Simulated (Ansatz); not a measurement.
# Calculations on C2H6Se

### Relaxation

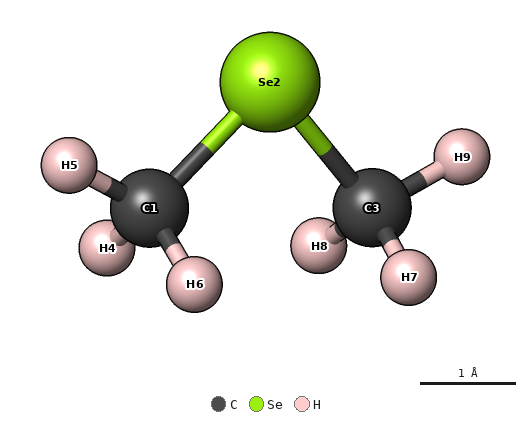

C$_{2}$H$_{6}$Se (coarse preliminary run), before the relaxation. A ball-and-stick model, seen at a tilt.

The calculation used RKS PBE-D4/def2-SVP (Ansatz).

Input file:
```yaml
crystal:
  periodic: [false, false, false]
  atoms:
    - {symbol: C, position_ang: [-0.537000, 0.612200, -1.085300]}
    - {symbol: Se, position_ang: [1.185700, 0.588200, -0.299600]}
    - {symbol: C, position_ang: [0.572400, -0.650500, 1.067700]}
    - {symbol: H, position_ang: [-0.812500, -0.346800, -1.434300]}
    - {symbol: H, position_ang: [-0.564400, 1.330200, -1.990800]}
    - {symbol: H, position_ang: [-1.318200, 1.054400, -0.357400]}
    - {symbol: H, position_ang: [-0.174100, -0.187700, 1.692200]}
    - {symbol: H, position_ang: [0.269100, -1.568800, 0.607000]}
    - {symbol: H, position_ang: [1.467400, -0.877600, 1.783400]}
basis:
  gaussian: {orbitals: def2-SVP}
hamiltonian: {xc: pbe, dispersion: d4}
relax: {f_tol: 0.03, max_steps: 250}
```

Question: What does the optimiser find from here?

Answer: The optimiser took 5 steps. The largest move after the best rigid fit is that of H4, 0.13 Å. By element the largest moves are H 0.13 Å, C 0.11 Å, Se 0.05 Å. Among the contacts that change: C1–Se2 1.894 → 1.959 Å, C3–H9 1.168 → 1.107 Å, C1–H4 1.057 → 1.107 Å, C1–H5 1.156 → 1.107 Å. Bond angles that change, for instance: C1–Se2–C3 90.7° → 96.8°, H5–C1–H6 103.9° → 109.0°, H7–C3–H8 114.9° → 110.1°. The run took about 11 core-seconds on a shared host.

Final geometry:

```xyz
9

C    -0.5982    0.6752   -1.1484
Se    1.1516    0.5748   -0.2730
C     0.6327   -0.6781    1.1409
H    -0.9079   -0.3192   -1.5243
H    -0.4907    1.3675   -2.0048
H    -1.3628    1.0751   -0.4544
H    -0.1642   -0.2457    1.7766
H     0.2955   -1.6407    0.7098
H     1.5323   -0.8553    1.7604
```

The end point in the same view:

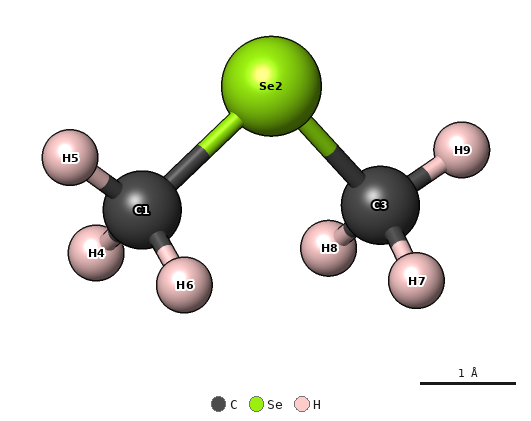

### Relaxation

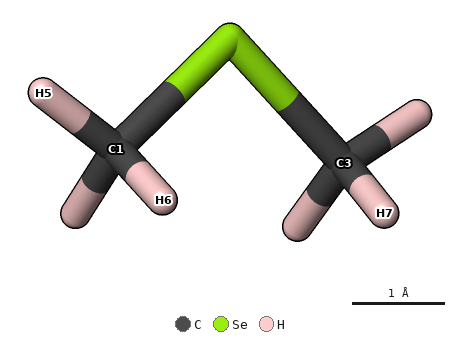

C2H6Se, before the relaxation. A stick model, seen at a tilt.

Theory: RKS PBE0-D4/def2-TZVP in Ansatz.

The input:
```yaml
crystal:
  periodic: [false, false, false]
  atoms:
    - {symbol: C, position_ang: [-0.598186, 0.675292, -1.148290]}
    - {symbol: Se, position_ang: [1.151618, 0.574903, -0.272903]}
    - {symbol: C, position_ang: [0.632745, -0.678165, 1.140844]}
    - {symbol: H, position_ang: [-0.907925, -0.319113, -1.524304]}
    - {symbol: H, position_ang: [-0.490719, 1.367693, -2.004726]}
    - {symbol: H, position_ang: [-1.362878, 1.075051, -0.454308]}
    - {symbol: H, position_ang: [-0.164205, -0.245873, 1.776591]}
    - {symbol: H, position_ang: [0.295627, -1.640761, 0.709636]}
    - {symbol: H, position_ang: [1.532323, -0.855428, 1.760361]}
basis:
  gaussian: {orbitals: def2-TZVP}
hamiltonian: {xc: pbe0, dispersion: d4}
relax: {f_tol: 0.005, max_steps: 200}
```

Where does the relaxation end?

The largest moves after the best rigid fit, 0.029 Å, are those of H5 and H9. Largest moves by element: H 0.029 Å, Se 0.016 Å, C 0.013 Å. Near-neighbour distances that change, for instance: C1–Se2 1.959 → 1.940 Å, C1–H4 1.107 → 1.090 Å. Over 4 geometry steps the energy falls by 0.88 kcal/mol. The largest force component goes from 0.52 to 0.0048 eV/Å. The run took about 30 core-seconds on a shared host.

Final geometry:

```xyz
9

C    -0.5944    0.6684   -1.1380
Se    1.1371    0.5697   -0.2682
C     0.6257   -0.6728    1.1314
H    -0.8926   -0.3138   -1.5032
H    -0.4894    1.3493   -1.9820
H    -1.3430    1.0607   -0.4504
H    -0.1582   -0.2422    1.7538
H     0.2916   -1.6155    0.6991
H     1.5115   -0.8501    1.7403
```

### A change

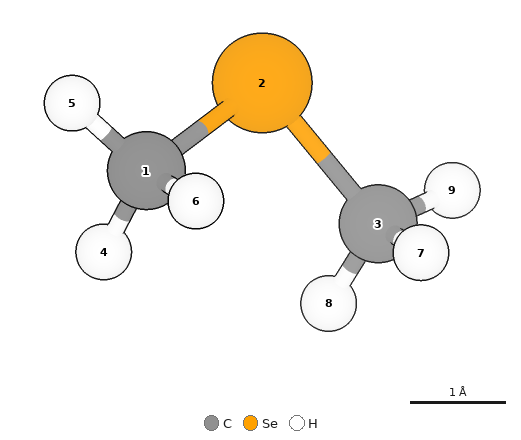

Reference structure: C2H6Se. The picture is a ball-and-stick view, seen at a tilt.

The calculation used RHF-CCSD(T), frozen core/def2-TZVPP in Ansatz 0.2.0. 

The variant: All atoms are moved at random (σ = 0.06 Å) from the PBE0-D4/def2-TZVP minimum.

### Predict the response.

Energy change: +0.843 eV. The largest force is 6.4 eV/Å, on C3. The forces point partly back along the displacements (cosine −0.59). At other levels of theory the same distortion costs 0.762 eV (RKS PBE-D4/def2-TZVPP), 0.825 eV (RKS r2SCAN-D4/def2-TZVPP), 0.859 eV (RKS PBE0-D4/def2-TZVPP), 0.868 eV (RKS wB97M-V/def2-TZVPP). Near-neighbour distances before and after: C1–Se2 1.940 → 2.090 Å, C3–H7 1.090 → 1.206 Å, C3–H8 1.090 → 0.998 Å, C1–H5 1.089 → 1.143 Å. Among the angles between lasting bonds that change: H7–C3–H8 110.4° → 121.7°, Se2–C3–H9 107.0° → 96.1°.

The changed structure in the same view:

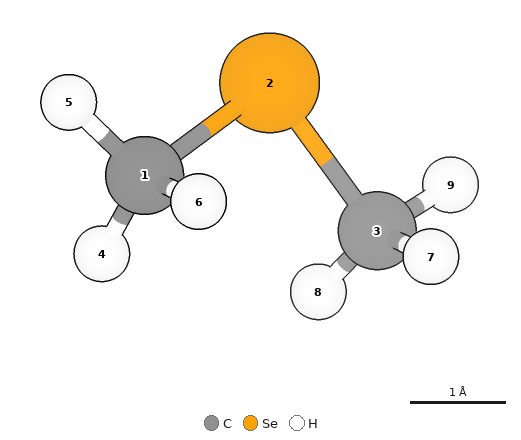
